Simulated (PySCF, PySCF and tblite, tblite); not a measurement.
# C4H9ClO3Si2: telling isomers apart by computed NMR, part 3 of 3

PySCF and tblite. Atoms count from 0.

## 10. Shieldings, isomer B, conformer 1: wB97X-D/6-31G*

The job: settings as JSON, then the geometry in Å.

```
{"job": {"xc": "wB97X-D", "basis": "6-31G*", "kind": "nmr", "pop": false}, "charge": 0, "multiplicity": 1}
C      3.079060    -1.150105     0.385065
C      1.809314    -0.355047     0.350819
O      1.496427     0.396420     1.281511
O      1.070071    -0.506643    -0.692366
C     -0.171449     0.291708    -0.658484
C     -1.365283    -0.571214    -1.132743
Si    -2.928749     0.390780    -0.489197
O     -2.192016     1.176368     0.733950
Si    -0.486187     1.149138     1.106114
Cl     0.090374     3.080553     1.174531
H      3.032567    -1.841048     1.225663
H      3.915483    -0.472618     0.547865
H      3.212057    -1.700325    -0.542630
H     -0.002761     1.059194    -1.433454
H     -1.269241    -0.787224    -2.203461
H     -1.286254    -1.548760    -0.633284
H     -3.454148     1.335175    -1.453173
H     -3.963767    -0.481843     0.019867
H     -0.595302     0.544743     2.405944
```

Output:

```text
coarse grid: 18056 points
cycle   1  E = -1422.4617027145  dE =  1.820e+00  |g| = 1.169e+00  |ddm| = 4.096e+00
cycle   2  E = -1422.3226692049  dE =  1.390e-01  |g| = 1.509e+00  |ddm| = 1.939e+00
cycle   3  E = -1422.7366360832  dE = -4.140e-01  |g| = 1.377e-01  |ddm| = 1.118e+00
cycle   4  E = -1422.7396933567  dE = -3.057e-03  |g| = 7.805e-02  |ddm| = 1.622e-01
cycle   5  E = -1422.7408218862  dE = -1.129e-03  |g| = 1.981e-02  |ddm| = 6.335e-02
cycle   6  E = -1422.7409061028  dE = -8.422e-05  |g| = 4.951e-03  |ddm| = 2.056e-02
cycle   7  E = -1422.7409115451  dE = -5.442e-06  |g| = 1.984e-03  |ddm| = 6.631e-03
final grid: 162408 points
cycle   8  E = -1422.6428128265  dE = -1.081e-04  |g| = 6.925e-03  |ddm| = 3.519e-02
cycle   9  E = -1422.6428166057  dE = -3.779e-06  |g| = 6.608e-03  |ddm| = 1.200e-02
cycle  10  E = -1422.6428255120  dE = -8.906e-06  |g| = 1.299e-03  |ddm| = 5.293e-03
cycle  11  E = -1422.6428258154  dE = -3.034e-07  |g| = 5.368e-04  |ddm| = 1.369e-03
cycle  12  E = -1422.6428258843  dE = -6.885e-08  |g| = 1.608e-04  |ddm| = 6.320e-04
cycle  13  E = -1422.6428258903  dE = -6.066e-09  |g| = 3.912e-05  |ddm| = 1.700e-04
cycle  14  E = -1422.6428258908  dE = -4.798e-10  |g| = 1.798e-05  |ddm| = 6.444e-05
converged SCF energy = -1422.6428258908

GIAO shielding tensors (ppm)
atom      isotropic    diamagn.    paramagn.     s11        s22        s33       span
  0 C      176.207     252.893     -76.686    159.516    166.641    202.465     42.948
  1 C       25.436     249.637    -224.201    -40.596     19.182     97.723    138.319
  2 O       -8.696     401.921    -410.617   -215.889    -84.156    273.959    489.847
  3 O      108.563     400.746    -292.183    -45.803    136.256    235.235    281.038
  4 C      119.626     250.268    -130.642     81.694    107.591    169.593     87.900
  5 C      175.489     251.998     -76.509    154.473    180.252    191.744     37.271
  6 Si     425.878     881.967    -456.089    392.242    406.355    479.038     86.796
  7 O      239.864     394.959    -155.094    167.355    256.251    295.986    128.631
  8 Si     443.079     877.589    -434.510    389.372    436.899    502.965    113.593
  9 Cl     957.553    1148.159    -190.606    860.010    954.873   1057.775    197.765
 10 H       30.293      28.869       1.424     26.833     28.667     35.380      8.547
 11 H       30.247      27.952       2.295     26.347     28.910     35.485      9.138
 12 H       30.658      29.615       1.043     26.044     30.468     35.464      9.420
 13 H       28.187      32.788      -4.601     25.800     28.156     30.606      4.806
 14 H       30.683      31.110      -0.427     26.373     28.571     37.104     10.731
 15 H       31.170      32.825      -1.655     27.285     29.438     36.786      9.500
 16 H       27.336      29.903      -2.568     23.841     24.807     33.359      9.518
 17 H       27.302      29.725      -2.422     23.888     24.776     33.243      9.355
 18 H       26.980      30.674      -3.694     22.586     25.972     32.383      9.797
```

It took 44 s on 1 thread of Arm Neoverse V1, shared host; peak memory 0.93 GiB.

Key values: HOMO -9.71 eV, LUMO 1.42 eV; dipole 5.32 D.

## 11. Single-point energy, isomer B, conformer 1: TPSS/cc-pVDZ

Changed since step 10:

```diff
@@ -1,2 +1,2 @@
-{"job": {"xc": "wB97X-D", "basis": "6-31G*", "kind": "nmr", "pop": false}, "charge": 0, "multiplicity": 1}
+{"job": {"xc": "TPSS", "basis": "cc-pVDZ", "kind": "sp"}, "charge": 0, "multiplicity": 1}
 C      3.079060    -1.150105     0.385065
```

Output:

```text
coarse grid: 77648 points
cycle   1  E = -1422.6656587724  dE =  1.460e+00  |g| = 1.274e+00  |ddm| = 8.402e+00
cycle   2  E = -1421.1953952253  dE =  1.470e+00  |g| = 2.896e+00  |ddm| = 5.270e+00
cycle   3  E = -1422.9073054040  dE = -1.712e+00  |g| = 5.819e-01  |ddm| = 3.928e+00
cycle   4  E = -1422.9719793136  dE = -6.467e-02  |g| = 2.490e-01  |ddm| = 1.024e+00
cycle   5  E = -1422.9802244879  dE = -8.245e-03  |g| = 1.431e-01  |ddm| = 4.094e-01
cycle   6  E = -1422.9842810393  dE = -4.057e-03  |g| = 3.529e-02  |ddm| = 2.024e-01
cycle   7  E = -1422.9845096681  dE = -2.286e-04  |g| = 1.029e-02  |ddm| = 5.386e-02
cycle   8  E = -1422.9845332058  dE = -2.354e-05  |g| = 2.266e-03  |ddm| = 1.788e-02
cycle   9  E = -1422.9845344056  dE = -1.200e-06  |g| = 7.418e-04  |ddm| = 4.938e-03
final grid: 162408 points
cycle  10  E = -1422.9847932725  dE = -2.494e-08  |g| = 1.193e-03  |ddm| = 6.135e-03
cycle  11  E = -1422.9847927030  dE =  5.695e-07  |g| = 1.926e-03  |ddm| = 5.254e-03
cycle  12  E = -1422.9847936356  dE = -9.326e-07  |g| = 2.194e-04  |ddm| = 3.180e-03
cycle  13  E = -1422.9847936460  dE = -1.045e-08  |g| = 4.105e-05  |ddm| = 3.335e-04
cycle  14  E = -1422.9847936463  dE = -3.265e-10  |g| = 1.474e-05  |ddm| = 7.323e-05
converged SCF energy = -1422.9847936463
```

It took 58 s on 1 thread of Arm Neoverse V1, shared host; peak memory 0.52 GiB.

This run: HOMO -6.48 eV, LUMO -1.41 eV; dipole 4.91 D.

## 12. The ensemble, isomer B: properties at wB97X-D/6-31G*

The job: settings as JSON, then the geometry in Å.

```
{"job": {"study": "conf", "smiles": "CC(=O)O[C@H]1C[SiH2]O[Si@@H]1Cl", "search": {"seed": 4017, "n_embed": 150, "ff_keep": 22, "window": 2.5, "nmax": 6, "temps": [250, 298.15, 350], "t_ref": 298.15, "order": 0.002}, "level": {"nmr": {"xc": "wB97X-D", "basis": "6-31G*"}, "sp": {"xc": "TPSS", "basis": "cc-pVDZ"}, "alter": {"geometry": "GFN1-xTB"}, "change": "wB97X-D/6-31G*; energies TPSS/cc-pVDZ; GFN1-xTB geometries"}, "kind": "conf"}, "charge": 0, "multiplicity": 1}
C      3.079060    -1.150105     0.385065
C      1.809314    -0.355047     0.350819
O      1.496427     0.396420     1.281511
O      1.070071    -0.506643    -0.692366
C     -0.171449     0.291708    -0.658484
C     -1.365283    -0.571214    -1.132743
Si    -2.928749     0.390780    -0.489197
O     -2.192016     1.176368     0.733950
Si    -0.486187     1.149138     1.106114
Cl     0.090374     3.080553     1.174531
H      3.032567    -1.841048     1.225663
H      3.915483    -0.472618     0.547865
H      3.212057    -1.700325    -0.542630
H     -0.002761     1.059194    -1.433454
H     -1.269241    -0.787224    -2.203461
H     -1.286254    -1.548760    -0.633284
H     -3.454148     1.335175    -1.453173
H     -3.963767    -0.481843     0.019867
H     -0.595302     0.544743     2.405944
```

Output:

```text
conformer  sym    E(xTB)   E(DFT)   G(298.15 K)  weight  dipole/D
    1     C1      0.000    0.000    0.000   1.0000    4.910

mean shielding (ppm) by class
class atoms           250 K   298.15 K      350 K
  0 C  0            176.207    176.207    176.207
  1 C  1             25.436     25.436     25.436
  2 O  2             -8.695     -8.695     -8.695
  3 O  3            108.563    108.563    108.563
  4 C  4            119.626    119.626    119.626
  5 C  5            175.489    175.489    175.489
  6 Si 6            425.878    425.878    425.878
  7 O  7            239.864    239.864    239.864
  8 Si 8            443.079    443.079    443.079
  9 Cl 9            957.553    957.553    957.553
 10 H  10,11,12        30.4       30.4       30.4
 11 H  13            28.187     28.187     28.187
 12 H  14            30.683     30.683     30.683
 13 H  15             31.17      31.17      31.17
 14 H  16            27.336     27.336     27.336
 15 H  17            27.302     27.302     27.302
 16 H  18             26.98      26.98      26.98
```

Run time: 1.7 min. Hardware: 1 thread of Arm Neoverse V1, shared host. This counts the runs that the step sums up.

Against the first level, at 298 K (shieldings, ppm; largest changes first):

```tsv
atoms	KT2/6-31G*	wB97X-D/6-31G*	change
Si8	416.7	443.1	+26.4
Cl9	933	958	+25
C1	40.7	25.4	-15.2
Si6	413.8	425.9	+12.1
C4	126.5	119.6	-6.8
O7	242.3	239.9	-2.4
O3	110.8	108.6	-2.2
H16	26.73	27.34	+0.60
H17	26.76	27.30	+0.54
H18	26.52	26.98	+0.46
```

Weights: from B3LYP/def2-SVP energies 1: 100 %; from TPSS/cc-pVDZ energies 1: 100 % (with a dispersion term where the level has one and the same thermal terms, so they don't follow from the SCF energies alone). Times: 84 s and 1.7 min.

## 13. The test of assignment

The job: settings as JSON, then the geometry in Å.

```
{"job": {"study": "set", "relation": "diastereomers", "members": [{"smiles": "[CH3:1][C:2](=[O:3])[O:4][C@@H:5]1[CH2:6][SiH2:7][O:8][Si@@H:9]1[Cl:10]"}, {"smiles": "[CH3:1][C:2](=[O:3])[O:4][C@H:5]1[CH2:6][SiH2:7][O:8][Si@@H:9]1[Cl:10]"}], "charge": 0, "search": {"seed": 4017, "n_embed": 150, "ff_keep": 22, "window": 2.5, "nmax": 6, "temps": [250, 298.15, 350], "t_ref": 298.15, "order": 0.002}, "level": {"nmr": {"xc": "KT2", "basis": "6-31G*"}, "sp": {"xc": "B3LYP", "basis": "def2-SVP"}}, "dp4": {"C": [2.5, 10], "H": [0.2, 10]}, "second_levels": [{"nmr": {"xc": "wB97X-D", "basis": "6-31G*"}, "wide": true, "sp": {"xc": "TPSS", "basis": "cc-pVDZ"}, "alter": {"geometry": "GFN1-xTB"}, "change": "wB97X-D/6-31G*; energies TPSS/cc-pVDZ; GFN1-xTB geometries"}], "kind": "set"}, "charge": 0, "multiplicity": 1}
C      3.123896     0.987337     0.396387
C      1.905705     0.128572     0.236740
O      1.771062    -0.955337     0.777014
O      0.986625     0.657784    -0.528527
C     -0.207338    -0.130837    -0.686418
C     -1.428232     0.752568    -0.896317
Si    -2.922736    -0.362894    -0.457390
O     -2.158706    -1.448022     0.484831
Si    -0.533270    -1.322613     0.795784
Cl    -0.460387    -0.422460     2.583191
H      4.014935     0.365927     0.402602
H      3.055564     1.492426     1.358744
H      3.170512     1.727983    -0.395702
H     -0.046915    -0.745100    -1.580875
H     -1.372270     1.589311    -0.197891
H     -1.445208     1.173665    -1.900222
H     -3.916067     0.324985     0.354619
H     -3.434936    -1.101564    -1.605406
H     -0.112037    -2.702482     0.724906
```

Output:

```text
isomer  G rel   conformers  SMILES
A     0.000      1   CC(=O)O[C@@H]1C[SiH2]O[Si@@H]1Cl
B     1.669      1   CC(=O)O[C@H]1C[SiH2]O[Si@@H]1Cl

signals of isomer B at the second level: probabilities [0.00739, 0.99261]
```

Wall time 4.7 min (1 thread of Arm Neoverse V1, shared host); peak memory 0.93 GiB. This counts the whole study up to here.

The 2 candidates (diastereomers), with energies and dipoles from their ensembles above, at 298 K; shieldings at KT2/6-31G*:

```tsv
isomer	SMILES	conformers	ΔE	ΔG	μ rms (D)
A	CC(=O)O[C@@H]1C[SiH2]O[Si@@H]1Cl	1	0.00	0.00	3.79
B	CC(=O)O[C@H]1C[SiH2]O[Si@@H]1Cl	1	2.02	1.67	4.35
```

Energies in kcal/mol.

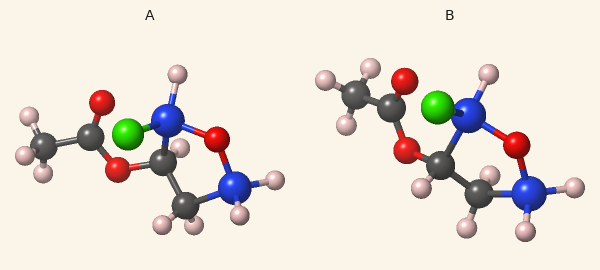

The leading conformer of each candidate.

The signals of isomer B, computed at a second level (wB97X-D/6-31G* on GFN1-xTB geometries), stand in for a spectrum. The test takes 4 C values, 4 H values (hydrogens on carbon alone). Each candidate's shieldings are matched to them by assigned atoms (like hydrogens of one group may swap) by a straight-line fit, or by a shift alone where signals are few or close (slope 1; a small slope inflates the errors), and the errors are weighed by Student-t tails (C: width 2.5 ppm, H: width 0.2 ppm).

```tsv
candidate	C slope	C mean error	C largest	H slope	H mean error	H largest	P(C)	P(H)	P(all)
A	0.93	2.2	3.5	0.84	0.11	0.21	4.0	15.1	0.7
B	0.90	0.4	0.9	0.92	0.03	0.05	96.0	84.9	99.3
```

Errors in ppm, probabilities in per cent.

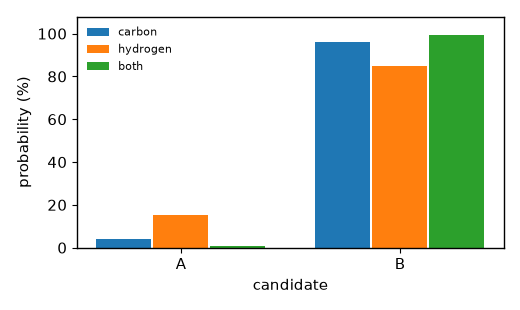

Probabilities for the signals of isomer B.

## 14. What came out

This closing draws on all 3 parts.

| quantity | value |
| --- | --- |
| conformers, isomer A | 1; the first in weight is no. 1 (C1), 100 % at 298 K |
| root-mean-square dipole, isomer A | 3.79 D |
| averaged 13C shifts, isomer A (KT2/6-31G*) | 155.7, 65.8, 18.7, 14.1 ppm |
| averaged 1H shifts, isomer A (KT2/6-31G*) | 5.87, 5.65, 5.48, 3.81, 2.00, 1.53, 1.40 ppm |
| averaged 29Si shifts, isomer A (KT2/6-31G*) | -6.1, -7.9 ppm |
| conformers, isomer B | 1; the first in weight is no. 1 (C1), 100 % at 298 K |
| root-mean-square dipole, isomer B | 4.35 D |
| averaged 13C shifts, isomer B (KT2/6-31G*) | 154.0, 68.2, 19.1, 18.1 ppm |
| averaged 1H shifts, isomer B (KT2/6-31G*) | 5.87, 5.65, 5.62, 3.93, 1.95, 1.64, 1.17 ppm |
| averaged 29Si shifts, isomer B (KT2/6-31G*) | -5.1, -8.1 ppm |
| lowest in free energy | isomer A |
| signals of B (wB97X-D/6-31G* on GFN1-xTB geometries) | best fit B, 99 % |

The search found one conformer for isomer A in the window, so the averages are its own values. The search found one conformer for isomer B in the window, so the averages are its own values. Going from KT2/6-31G* to wB97X-D/6-31G* moves Si8 of isomer B most, by 26.4 ppm of raw shielding (the geometries differ too). The test names the right isomer, B, with 99 %. The stand-in spectrum is computed, so it shares conformers and some errors with the candidates; a measured one would test harder.
